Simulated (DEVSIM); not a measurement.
System: Cr/SiO2/p-Si capacitor, at 250 K.

| layer (left to right) | material | thickness (nm) | Na (cm⁻³) |
|---|---|---|---|
| 1 | SiO2 | 3.20 | - |
| 2 | Si | 6900 | 6.9e15 |

Metal gate on the left, work function 4.5 eV. Fixed charge at the semiconductor interface -1e10 cm⁻² (in units of +e); no interface traps.

The device is made up for the run: typed textbook-type constants, with dimensions and the other settings drawn at random. Values at 300 K; Nc and Nv go as T^1.5, mobilities as T to minus their exponent, the gap by Varshni's rule with the affinity fixed.

```
parameter         SiO2        Si
----------------  ----  --------
gap (eV)             9     1.124
affinity (eV)      0.9      4.05
permittivity       3.9      11.7
Nc (cm⁻³)            -   2.86e19
Nv (cm⁻³)            -    3.1e19
Varshni α (eV/K)     -  0.000473
Varshni β (K)        -       636
```

DEVSIM, 1D Poisson equation in equilibrium, Boltzmann statistics, complete ionisation; no quantum confinement or tunnelling. Metal contacts follow the ideal Schottky-Mott rule: no Fermi-level pinning, no interface dipoles.

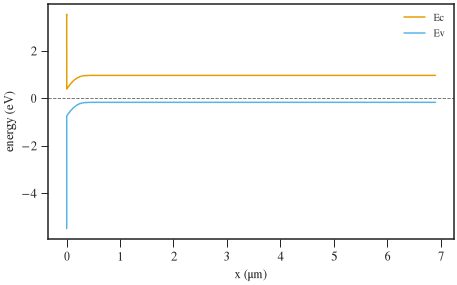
Figure. Band edges at 0.1 V on the gate

Energies count from the Fermi level of the right contact; mesh points crowd at the junctions.

```json
[
 {"x (μm)": "0.000", "Ec (eV)": "3.500", "Ev (eV)": "-5.500", "n (cm⁻³)": "< 1e2", "p (cm⁻³)": "< 1e2", "field (V/cm)": "110000"},
 {"x (μm)": "0.001061", "Ec (eV)": "3.511", "Ev (eV)": "-5.489", "n (cm⁻³)": "< 1e2", "p (cm⁻³)": "< 1e2", "field (V/cm)": "110000"},
 {"x (μm)": "0.002211", "Ec (eV)": "3.524", "Ev (eV)": "-5.476", "n (cm⁻³)": "< 1e2", "p (cm⁻³)": "< 1e2", "field (V/cm)": "110000"},
 {"x (μm)": "0.003240", "Ec (eV)": "0.385", "Ev (eV)": "-0.752", "n (cm⁻³)": "3.8e11", "p (cm⁻³)": "17000", "field (V/cm)": "34000"},
 {"x (μm)": "0.005472", "Ec (eV)": "0.392", "Ev (eV)": "-0.744", "n (cm⁻³)": "2.7e11", "p (cm⁻³)": "24000", "field (V/cm)": "34000"},
 {"x (μm)": "0.009781", "Ec (eV)": "0.407", "Ev (eV)": "-0.729", "n (cm⁻³)": "1.4e11", "p (cm⁻³)": "47000", "field (V/cm)": "34000"},
 {"x (μm)": "0.01892", "Ec (eV)": "0.437", "Ev (eV)": "-0.699", "n (cm⁻³)": "3.3e10", "p (cm⁻³)": "190000", "field (V/cm)": "33000"},
 {"x (μm)": "0.05197", "Ec (eV)": "0.540", "Ev (eV)": "-0.597", "n (cm⁻³)": "2.9e8", "p (cm⁻³)": "2.2e7", "field (V/cm)": "29000"},
 {"x (μm)": "0.1109", "Ec (eV)": "0.693", "Ev (eV)": "-0.443", "n (cm⁻³)": "230000", "p (cm⁻³)": "2.8e10", "field (V/cm)": "23000"},
 {"x (μm)": "0.2476", "Ec (eV)": "0.907", "Ev (eV)": "-0.229", "n (cm⁻³)": "< 1e2", "p (cm⁻³)": "5.7e14", "field (V/cm)": "8500"},
 {"x (μm)": "0.5373", "Ec (eV)": "0.961", "Ev (eV)": "-0.175", "n (cm⁻³)": "< 1e2", "p (cm⁻³)": "6.9e15", "field (V/cm)": "29"},
 {"x (μm)": "1.585", "Ec (eV)": "0.961", "Ev (eV)": "-0.175", "n (cm⁻³)": "< 1e2", "p (cm⁻³)": "6.9e15", "field (V/cm)": "≈ 0"},
 {"x (μm)": "3.453", "Ec (eV)": "0.961", "Ev (eV)": "-0.175", "n (cm⁻³)": "< 1e2", "p (cm⁻³)": "6.9e15", "field (V/cm)": "≈ 0"},
 {"x (μm)": "5.374", "Ec (eV)": "0.961", "Ev (eV)": "-0.175", "n (cm⁻³)": "< 1e2", "p (cm⁻³)": "6.9e15", "field (V/cm)": "≈ 0"},
 {"x (μm)": "6.369", "Ec (eV)": "0.961", "Ev (eV)": "-0.175", "n (cm⁻³)": "< 1e2", "p (cm⁻³)": "6.9e15", "field (V/cm)": "≈ 0"},
 {"x (μm)": "6.667", "Ec (eV)": "0.961", "Ev (eV)": "-0.175", "n (cm⁻³)": "< 1e2", "p (cm⁻³)": "6.9e15", "field (V/cm)": "≈ 0"},
 {"x (μm)": "6.795", "Ec (eV)": "0.961", "Ev (eV)": "-0.175", "n (cm⁻³)": "< 1e2", "p (cm⁻³)": "6.9e15", "field (V/cm)": "≈ 0"},
 {"x (μm)": "6.856", "Ec (eV)": "0.961", "Ev (eV)": "-0.175", "n (cm⁻³)": "< 1e2", "p (cm⁻³)": "6.9e15", "field (V/cm)": "≈ 0"},
 {"x (μm)": "6.888", "Ec (eV)": "0.961", "Ev (eV)": "-0.175", "n (cm⁻³)": "< 1e2", "p (cm⁻³)": "6.9e15", "field (V/cm)": "≈ 0"},
 {"x (μm)": "6.897", "Ec (eV)": "0.961", "Ev (eV)": "-0.175", "n (cm⁻³)": "< 1e2", "p (cm⁻³)": "6.9e15", "field (V/cm)": "≈ 0"},
 {"x (μm)": "6.901", "Ec (eV)": "0.961", "Ev (eV)": "-0.175", "n (cm⁻³)": "< 1e2", "p (cm⁻³)": "6.9e15", "field (V/cm)": "≈ 0"},
 {"x (μm)": "6.903", "Ec (eV)": "0.961", "Ev (eV)": "-0.175", "n (cm⁻³)": "< 1e2", "p (cm⁻³)": "6.9e15", "field (V/cm)": "≈ 0"}
]
```
